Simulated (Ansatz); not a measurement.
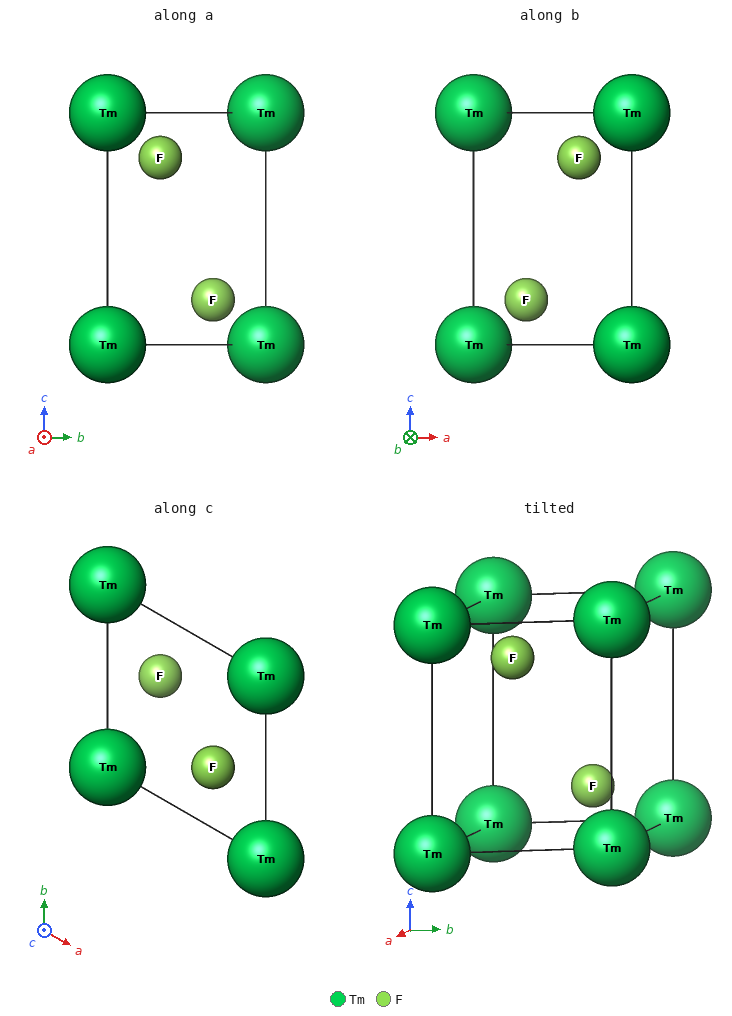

Structure drawing (spheres-only), viewed along the a axis, along the b axis, along the c axis and slightly off an axis. The frame is the conventional unit cell; atoms at its boundary are shown with their periodic copies.

Lattice parameters: a = 3.689 Å, b = 3.689 Å, c = 4.682 Å, α = 90.00°, β = 90.00°, γ = 120.00°. Put a along x and b in the xy plane.

### Transcribe the picture into a POSCAR file, with free fractional coordinates to two decimals.

```
Tm F
1.0
     3.689    0.000    0.000
    -1.845    3.195    0.000
     0.000    0.000    4.682
Tm F
1 2
Direct
  0.00 0.00 0.00
  0.3333 0.6667 0.19
  0.6667 0.3333 0.81
```

Origin of the cell: a structure type filled with these elements by a generator (whether the compound takes this form wasn't checked). Earlier steps of the study may have refined or changed the cell and positions. An electronic-structure calculation with Ansatz was run on it.
